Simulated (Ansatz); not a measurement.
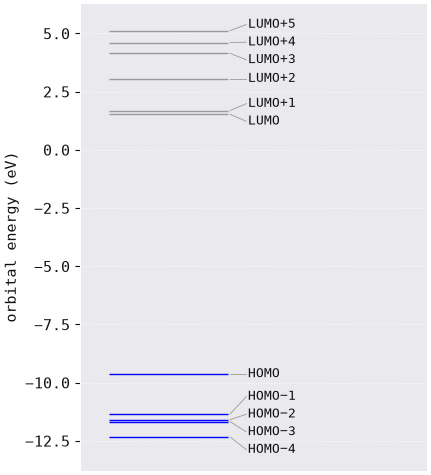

SnHBr₂, SMILES [Br][SnH][Br], doublet. Hartree-Fock orbital energies near the frontier (alpha spin), HF/def2-TZVPP, the Ansatz code 0.2.0, at a PBE0-D4/def2-TZVP geometry (a minimum by its frequencies), isolated molecule; empty levels in grey, levels within 0.03 eV side by side.

Question: Where do the highest filled and lowest empty alpha orbitals lie?

Answer: HOMO at −9.63 eV, LUMO at 1.52 eV, 11.15 eV apart.

Question: And the beta frontier levels?

Answer: Beta HOMO −11.30 eV, beta LUMO −0.85 eV.

Question: List the levels.

Answer:
```tsv
orbital	energy (eV)
LUMO+5	5.12
LUMO+4	4.60
LUMO+3	4.14
LUMO+2	3.06
LUMO+1	1.68
LUMO	1.52
HOMO	−9.63
HOMO−1	−11.35
HOMO−2	−11.60
HOMO−3	−11.68
HOMO−4	−12.34
```

Known limits of this run: core potentials past krypton; no scalar relativity up to krypton; spin-orbit coupling is left out, and with Br and Sn it can shift these levels and split any degenerate set; empty levels above zero depend strongly on the basis.
